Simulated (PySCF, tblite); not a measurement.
# C₂H₁₀FNSi₂: geometry, infrared bands and NMR shifts

Aim: predict the infrared bands and NMR shifts of C₂H₁₀FNSi₂ (`C[SiH2]C[Si@H](N)F`).

Programs: tblite 0.8.0 and PySCF 2.14.0, with density-fitted response routines of our own. Each step states its level of theory. These are calculated values for one molecule in the gas phase, unless marked as measured. Atoms count from 0, in the outputs and in this text.

### Step 1. The molecule as given

16 atoms, charge 0, multiplicity 1; geometry from: force field or distance geometry start.

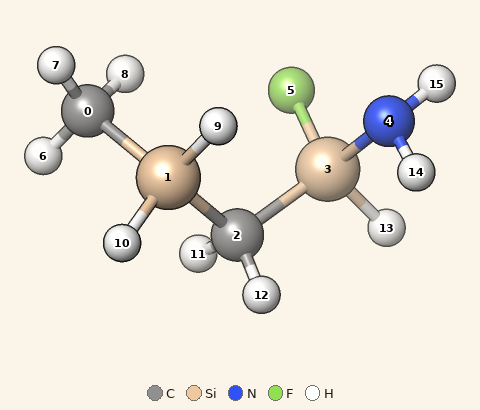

As it starts; carbon grey, silicon light orange, nitrogen blue, fluorine green, hydrogen white, atoms numbered.

### Step 2. Relaxing the molecule with GFN2-xTB

Job settings and geometry (Å):

```
{"job": {"kind": "relax", "xc": "GFN2-xTB", "basis": "xTB"}, "charge": 0, "multiplicity": 1}
C      2.352200    -0.437700     0.448600
Si     1.146900     0.822000    -0.241200
C     -0.210400    -0.047300    -1.135900
Si    -1.564800    -0.649700    -0.022300
N     -2.190000     0.659600     1.046800
F     -1.027600    -1.940500     0.943500
H      2.862700    -0.892400    -0.411100
H      3.032000     0.049800     1.174700
H      1.726900    -1.202000     0.983600
H      0.638600     1.736300     0.797700
H      1.851900     1.647000    -1.230500
H      0.208100    -0.933400    -1.637400
H     -0.610900     0.652400    -1.916000
H     -2.687100    -1.044900    -0.882200
H     -2.615000     1.387500     0.411200
H     -2.921100     0.202100     1.659100
```

Run with:

```console
$ OMP_NUM_THREADS=1 python probes_run.py task.json out
```

One launch serves the whole session: the jobs run in the order shown.

The log of the run:

```text
step      E/eV     max force
  0    -558.86846    1.944
  1    -559.13782    1.381
  2    -559.27945    1.038
  3    -559.32870    1.031
  4    -559.39588    0.731
  5    -559.41810    0.690
  6    -559.45266    0.432
  7    -559.47144    0.390
  8    -559.49035    0.331
  9    -559.50188    0.289
 10    -559.51214    0.276
 11    -559.52039    0.252
 12    -559.52572    0.167
 13    -559.52829    0.109
 14    -559.52963    0.097
 15    -559.53079    0.092
 16    -559.53204    0.085
 17    -559.53315    0.085
 18    -559.53399    0.065
 19    -559.53455    0.068
 20    -559.53498    0.059
 21    -559.53540    0.053
 22    -559.53589    0.057
 23    -559.53647    0.077
 24    -559.53710    0.081
 25    -559.53768    0.065
 26    -559.53820    0.056
 27    -559.53877    0.060
 28    -559.53942    0.083
 29    -559.54006    0.069
 30    -559.54056    0.057
 31    -559.54100    0.060
 32    -559.54154    0.083
 33    -559.54223    0.101
 34    -559.54287    0.079
 35    -559.54331    0.041
 36    -559.54365    0.045
 37    -559.54408    0.064
 38    -559.54465    0.087
 39    -559.54517    0.071
 40    -559.54547    0.034
 41    -559.54565    0.038
 42    -559.54585    0.037
 43    -559.54610    0.048
 44    -559.54636    0.042
 45    -559.54661    0.051
 46    -559.54692    0.065
 47    -559.54745    0.074
 48    -559.54823    0.095
 49    -559.54897    0.080
 50    -559.54943    0.052
 51    -559.54973    0.043
 52    -559.55008    0.049
 53    -559.55071    0.088
 54    -559.55157    0.105
 55    -559.55231    0.080
 56    -559.55275    0.039
 57    -559.55301    0.041
 58    -559.55328    0.042
 59    -559.55362    0.055
 60    -559.55394    0.045
 61    -559.55421    0.045
 62    -559.55449    0.046
 63    -559.55482    0.039
 64    -559.55517    0.031
 65    -559.55534    0.017
 66    -559.55540    0.016
 67    -559.55544    0.018
 68    -559.55551    0.019
 69    -559.55562    0.021
 70    -559.55575    0.023
 71    -559.55586    0.022
 72    -559.55594    0.017
 73    -559.55602    0.016
 74    -559.55611    0.020
 75    -559.55621    0.022
 76    -559.55630    0.027
 77    -559.55640    0.029
 78    -559.55651    0.023
 79    -559.55662    0.019
 80    -559.55672    0.027
 81    -559.55680    0.018
 82    -559.55688    0.022
 83    -559.55695    0.018
 84    -559.55700    0.016
 85    -559.55705    0.020
 86    -559.55712    0.030
 87    -559.55723    0.036
 88    -559.55735    0.030
 89    -559.55743    0.015
 90    -559.55745    0.011
 91    -559.55747    0.010
```

It took 0.61 s on 1 thread of Arm Neoverse V1, shared host; peak memory 0.18 GiB.

Along the way: (not every step is listed)

| step | energy from step 0 (eV) | largest force (eV/Å) |
| --- | --- | --- |
| 0 | 0.0000 | 1.9440 |
| 1 | -0.2694 | 1.3811 |
| 2 | -0.4110 | 1.0376 |
| 3 | -0.4602 | 1.0313 |
| 4 | -0.5274 | 0.7311 |
| 5 | -0.5496 | 0.6900 |
| 6 | -0.5842 | 0.4317 |
| 7 | -0.6030 | 0.3900 |
| 8 | -0.6219 | 0.3307 |
| 15 | -0.6623 | 0.0923 |
| 22 | -0.6674 | 0.0567 |
| 29 | -0.6716 | 0.0692 |
| 36 | -0.6752 | 0.0447 |
| 43 | -0.6776 | 0.0478 |
| 50 | -0.6810 | 0.0520 |
| 57 | -0.6845 | 0.0406 |
| 64 | -0.6867 | 0.0314 |
| 71 | -0.6874 | 0.0220 |
| 78 | -0.6880 | 0.0231 |
| 85 | -0.6886 | 0.0200 |
| 86 | -0.6887 | 0.0300 |
| 87 | -0.6888 | 0.0360 |
| 88 | -0.6889 | 0.0301 |
| 89 | -0.6890 | 0.0152 |
| 90 | -0.6890 | 0.0108 |
| 91 | -0.6890 | 0.0100 |

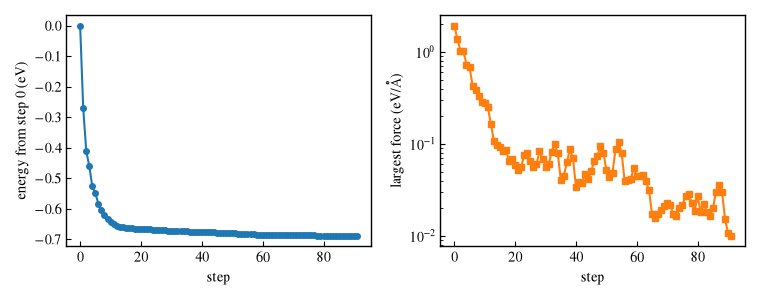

Energy and largest force along the relaxation.

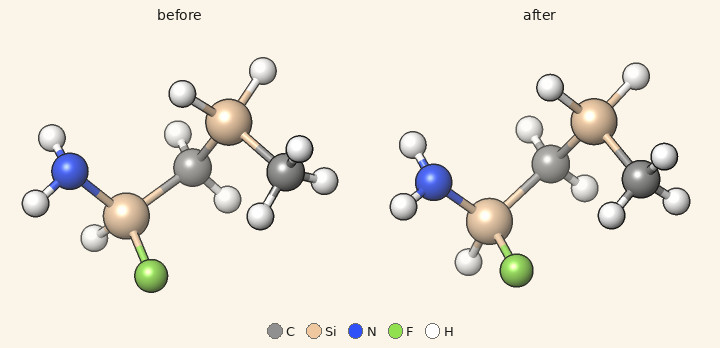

Before and after, at one scale.

Distances of close pairs at the start and the end, largest changes first:

| bond | before (Å) | after (Å) | change (Å) |
| --- | --- | --- | --- |
| Si3–N4 | 1.802 | 1.715 | -0.087 |
| Si3–F5 | 1.699 | 1.615 | -0.084 |
| Si1–C2 | 1.843 | 1.907 | +0.063 |
| N4–H15 | 1.058 | 1.007 | -0.051 |
| N4–H14 | 1.056 | 1.005 | -0.051 |
| C0–H8 | 1.123 | 1.085 | -0.038 |
| C2–Si3 | 1.854 | 1.888 | +0.034 |
| C2–H12 | 1.122 | 1.089 | -0.033 |

The final coordinates are the input of the step that follows.

### Step 3. Vibrational analysis with GFN2-xTB

Job settings and geometry (Å):

```
{"job": {"kind": "ir", "xc": "GFN2-xTB", "basis": "xTB"}, "charge": 0, "multiplicity": 1}
C      2.222362    -0.467934     0.552460
Si     1.218140     0.887363    -0.310799
C     -0.276704     0.115751    -1.208530
Si    -1.581245    -0.699971    -0.114738
N     -2.229288     0.486402     0.941204
F     -0.917370    -1.771986     0.894769
H      2.633559    -1.171371    -0.166665
H      3.052873    -0.051298     1.114581
H      1.602402    -1.031418     1.242562
H      0.771539     1.902596     0.652454
H      2.055246     1.548800    -1.329825
H      0.090231    -0.624671    -1.918810
H     -0.758709     0.887791    -1.806330
H     -2.526232    -1.530104    -0.862878
H     -2.605126     1.339019     0.565238
H     -2.759276     0.189977     1.743897
```

The log of the run:

```text
mode    cm-1     km/mol
  1      20.0      2.10
  2      69.1      1.47
  3     115.5      1.77
  4     128.3      0.28
  5     151.4      9.40
  6     178.2      2.56
  7     207.2      5.71
  8     250.8     13.35
  9     311.4     22.86
 10     450.9     35.00
 11     489.2    177.91
 12     556.7      1.31
 13     600.9     19.75
 14     628.6     95.06
 15     677.0     73.42
 16     705.4     66.23
 17     713.5    181.32
 18     751.3     18.10
 19     771.9     98.48
 20     784.4    108.08
 21     809.9    166.90
 22     829.9     90.68
 23     849.6    323.55
 24     872.0    358.18
 25     927.0    230.00
 26    1037.4      5.34
 27    1152.2    101.71
 28    1373.4     12.18
 29    1464.2      0.96
 30    1484.5      0.43
 31    1489.0      0.19
 32    1515.1     61.07
 33    2158.5    444.77
 34    2211.8    262.38
 35    2238.8    378.93
 36    2982.9     48.61
 37    2996.9     26.34
 38    3031.7     33.49
 39    3041.5     29.79
 40    3053.2     15.45
 41    3490.7      3.38
 42    3536.8      2.27
```

Run time: 0.54 s. Hardware: 1 thread of Arm Neoverse V1, shared host; peak memory 0.18 GiB.

The strongest bands and the atoms that carry them (share of the mass-weighted mode):

| cm⁻¹ | km/mol | atoms |
| --- | --- | --- |
| 489 | 177.9 | H15 36 %, H14 33 %, N4 19 % |
| 714 | 181.3 | H13 35 %, C2 22 %, H11 11 % |
| 850 | 323.6 | H7 31 %, Si1 18 %, C0 12 % |
| 872 | 358.2 | Si3 36 %, C2 15 %, F5 13 %, H14 11 % |
| 927 | 230.0 | N4 42 %, Si3 38 % |
| 2158 | 444.8 | H10 94 % |
| 2212 | 262.4 | H9 94 % |
| 2239 | 378.9 | H13 96 % |

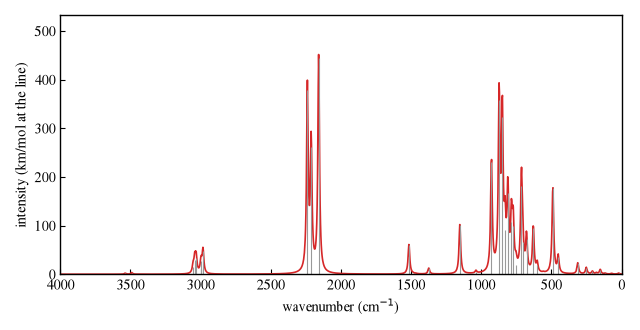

The infrared spectrum from these modes, unscaled. Lines are broadened to a width of 14 cm⁻¹ (Lorentzian).

### Step 4. Nuclear shieldings: PBE0/pcSseg-1

The job, as its differences from that of step 3:

```diff
@@ -1,2 +1,2 @@
-{"job": {"kind": "ir", "xc": "GFN2-xTB", "basis": "xTB"}, "charge": 0, "multiplicity": 1}
+{"job": {"kind": "nmr", "xc": "PBE0", "basis": "pcSseg-1"}, "charge": 0, "multiplicity": 1}
 C      2.222362    -0.467934     0.552460
```

Level: GIAO PBE0/pcSseg-1 NMR shielding, non-relativistic, gas phase.

The log of the run:

```text
coarse grid: 13768 points
cycle   1  E = -815.2302053669  dE =  2.578e-01  |g| = 7.449e-01  |ddm| = 3.463e+00
cycle   2  E = -815.1568411106  dE =  7.336e-02  |g| = 9.971e-01  |ddm| = 1.315e+00
cycle   3  E = -815.3390253032  dE = -1.822e-01  |g| = 7.339e-02  |ddm| = 8.013e-01
cycle   4  E = -815.3397840523  dE = -7.587e-04  |g| = 3.193e-02  |ddm| = 6.884e-02
cycle   5  E = -815.3399939785  dE = -2.099e-04  |g| = 5.241e-03  |ddm| = 2.916e-02
cycle   6  E = -815.3399994908  dE = -5.512e-06  |g| = 1.929e-03  |ddm| = 6.212e-03
final grid: 122584 points
cycle   7  E = -815.3758463711  dE = -2.171e-05  |g| = 8.940e-03  |ddm| = 1.786e-02
cycle   8  E = -815.3758328672  dE =  1.350e-05  |g| = 1.201e-02  |ddm| = 1.631e-02
cycle   9  E = -815.3758639542  dE = -3.109e-05  |g| = 7.046e-04  |ddm| = 9.327e-03
cycle  10  E = -815.3758640347  dE = -8.052e-08  |g| = 2.306e-04  |ddm| = 6.369e-04
cycle  11  E = -815.3758640446  dE = -9.885e-09  |g| = 3.756e-05  |ddm| = 1.892e-04
cycle  12  E = -815.3758640448  dE = -1.783e-10  |g| = 1.710e-05  |ddm| = 3.854e-05
converged SCF energy = -815.3758640448

GIAO shielding tensors (ppm)
atom      isotropic    diamagn.    paramagn.     s11        s22        s33       span
  0 C      192.319     254.095     -61.776    188.406    189.342    199.210     10.803
  1 Si     394.741     881.148    -486.406    360.608    390.810    432.806     72.199
  2 C      186.908     261.326     -74.418    179.503    186.371    194.851     15.348
  3 Si     348.230     878.817    -530.586    304.984    364.469    375.238     70.254
  4 N      240.757     317.441     -76.684    204.922    255.946    261.402     56.479
  5 F      354.264     472.599    -118.336    318.764    369.783    374.244     55.480
  6 H       31.532      30.909       0.623     27.322     28.919     38.353     11.032
  7 H       31.621      29.303       2.318     26.909     27.873     40.082     13.173
  8 H       30.967      32.771      -1.804     25.184     30.347     37.370     12.186
  9 H       27.155      30.534      -3.378     23.587     26.269     31.610      8.023
 10 H       27.329      29.640      -2.311     23.437     25.516     33.034      9.596
 11 H       31.807      33.127      -1.320     27.467     29.165     38.789     11.322
 12 H       32.040      32.620      -0.580     27.761     29.098     39.262     11.501
 13 H       26.077      28.234      -2.157     22.837     23.140     32.254      9.418
 14 H       31.427      31.537      -0.109     24.630     27.672     41.979     17.349
 15 H       30.857      29.630       1.227     23.774     26.508     42.289     18.515
```

It took 29 s on 1 thread of Arm Neoverse V1, shared host; peak memory 0.93 GiB.

Shifts follow as δ = σ(reference) − σ, with reference shieldings (ppm) from runs at the same level and on the same kind of geometry: 1H TMS 31.72, 13C TMS 186.9, 29Si TMS 349.2, 19F CFCl3 170.9, 15N NH3 267.7. The references are single molecules in the gas phase, so shifts against H2O, NH3, PH3, H3PO4 or CFCl3 are not on the usual liquid scales and can be off by tens of ppm. Atoms listed in one row are averaged.

| atoms | environment | σ (ppm) | δ (ppm) | δ scaled to CDCl3 |
| --- | --- | --- | --- | --- |
| C2 | sp3 CH2 bonded to 2 Si | 186.9 | 0.0 | -1.9 |
| C0 | methyl carbon bonded to Si | 192.3 | -5.4 | -7.2 |
| H13 | hydrogen on a silicon bonded to C, F, N | 26.08 | 5.64 | – |
| H9 | hydrogen on a silicon bonded to 2 C | 27.16 | 4.56 | – |
| H10 | hydrogen on a silicon bonded to 2 C | 27.33 | 4.39 | – |
| H14, H15 | hydrogen on a nitrogen bonded to Si | 31.14 | 0.57 | – |
| H6, H7, H8 | hydrogen on a methyl carbon bonded to Si | 31.37 | 0.34 | 0.43 |
| H11 | hydrogen on an sp3 CH2 bonded to 2 Si | 31.81 | -0.09 | 0.02 |
| H12 | hydrogen on an sp3 CH2 bonded to 2 Si | 32.04 | -0.32 | -0.20 |
| Si3 | silicon bonded to C, F, N, H | 348.2 | 0.9 | – |
| Si1 | silicon bonded to 2 C, 2 H | 394.7 | -45.6 | – |
| N4 | nitrogen bonded to Si, 2 H | 240.8 | 27.0 | – |
| F5 | fluorine bonded to Si | 354.3 | -183.3 | – |

The scaled column applies a straight-line fit of computed shieldings to shifts measured in CDCl3, and one for carbons that bear F (root-mean-square error 0.16 ppm for H, 1.9 ppm for C).

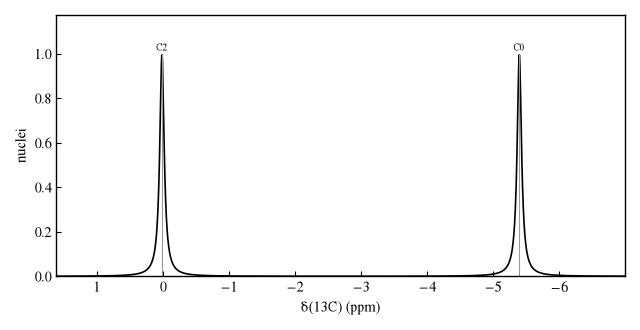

13C lines at the computed shifts, without couplings. Lines are broadened to a width of 0.08 ppm (Lorentzian).

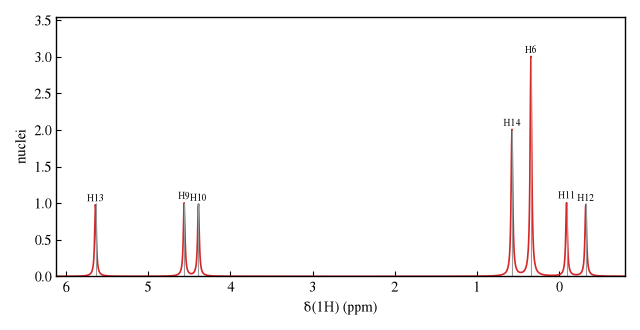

1H lines at the computed shifts, without couplings. Lines are broadened to a width of 0.02 ppm (Lorentzian).

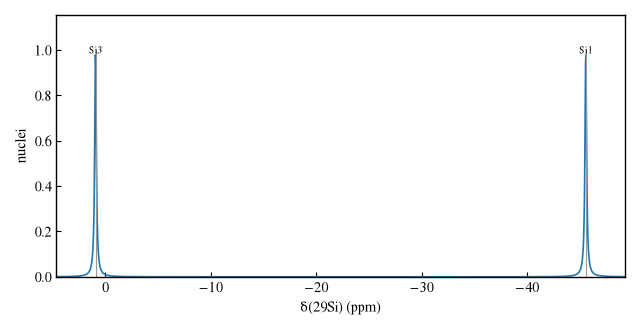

29Si lines at the computed shifts, without couplings. Lines are broadened to a width of 0.19 ppm (Lorentzian).

Charges from the same density, by scheme (e):

| atoms | Mulliken | IAO | Hirshfeld | ESP fit |
| --- | --- | --- | --- | --- |
| C0 | -0.63 | -0.72 | -0.21 | -0.64 |
| Si1 | 0.64 | 0.78 | 0.35 | 0.77 |
| C2 | -0.89 | -0.87 | -0.25 | -0.65 |
| Si3 | 1.12 | 1.31 | 0.46 | 0.95 |
| N4 | -0.64 | -0.86 | -0.32 | -1.02 |
| F5 | -0.44 | -0.55 | -0.20 | -0.33 |

Mulliken charges:

C0 -0.63; Si1 0.64; C2 -0.89; Si3 1.12; N4 -0.64; F5 -0.44; H6 0.14; H7 0.14; H8 0.16; H9 -0.07; H10 -0.09; H11 0.17; H12 0.16; H13 -0.14; H14 0.19; H15 0.20

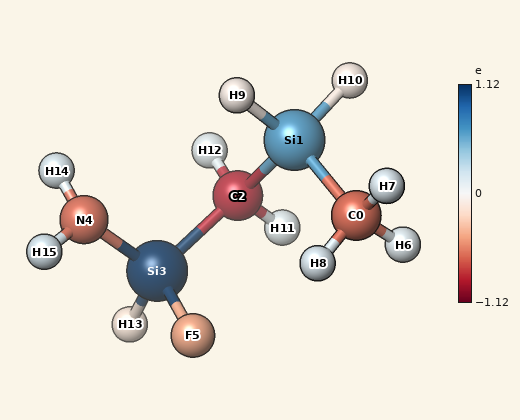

Mulliken charges, as colours on the atoms.

Mayer bond orders: C0–Si1 0.97, Si1–C2 0.89, C2–Si3 0.91, Si3–N4 1.03, Si3–F5 0.90.

The fields below are evaluated on a grid from the run's orbitals.

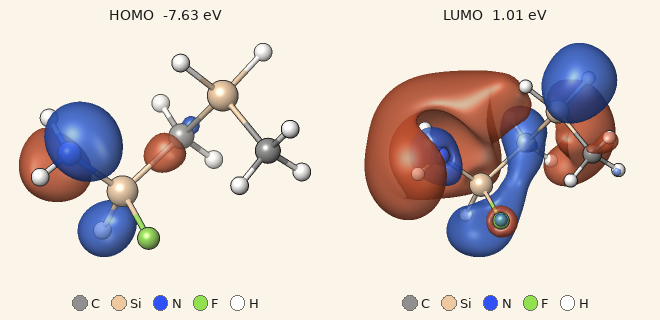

PBE0/pcSseg-1 orbitals near the gap, drawn at the value that encloses 70 % of each; the two colours are the two signs.

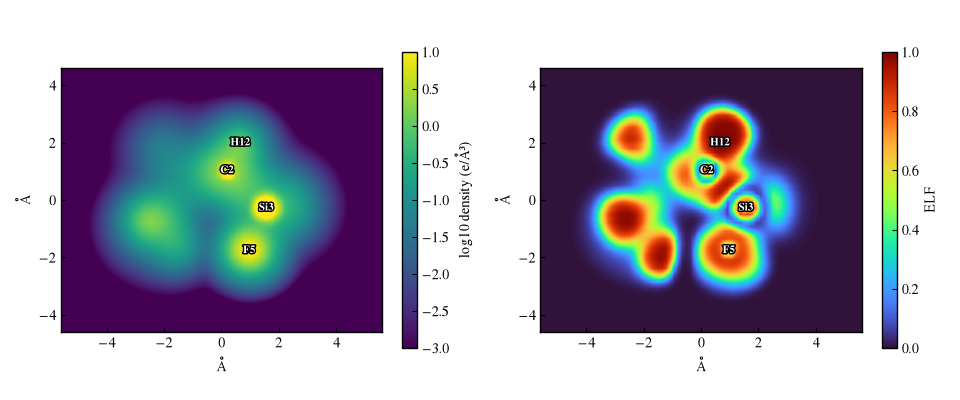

Density (left) and ELF (right) in a plane through or near 4 of the atoms.

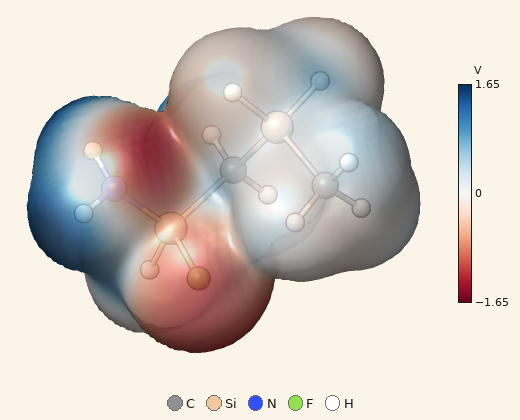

The potential that a unit positive charge feels on the 0.002 e/bohr³ surface, from -1.20 V near N4 to 1.65 V near H14.

### Step 5. Results

```
                                                              quantity                                           value
                             strongest single infrared mode (GFN2-xTB)                           2158 cm⁻¹, 445 km/mol
                                          zero-point energy (GFN2-xTB)                                   73.1 kcal/mol
                                13C shifts against TMS (PBE0/pcSseg-1)                                   0.0, -5.4 ppm
1H shifts against TMS (PBE0/pcSseg-1, means over atoms taken as alike)  5.64, 4.56, 4.39, 0.57, 0.34, -0.09, -0.32 ppm
                               29Si shifts against TMS (PBE0/pcSseg-1)                                  0.9, -45.6 ppm
                                15N shifts against NH3 (PBE0/pcSseg-1)                                        27.0 ppm
                              19F shifts against CFCl3 (PBE0/pcSseg-1)                                      -183.3 ppm
                                 surface potential, least and greatest                              -1.20 V and 1.65 V
```

**Reading.** Relaxing lowered the energy by 0.689 eV in 91 steps; the close pair that moved most is Si3–N4, from 1.802 to 1.715 Å. No mode is imaginary among the 42: a minimum at this level. The strongest single mode, at 2158 cm⁻¹, moves mainly H10. Unscaled tight-binding wavenumbers are off by several per cent, some by more. Its intensities can rank the bands wrongly.
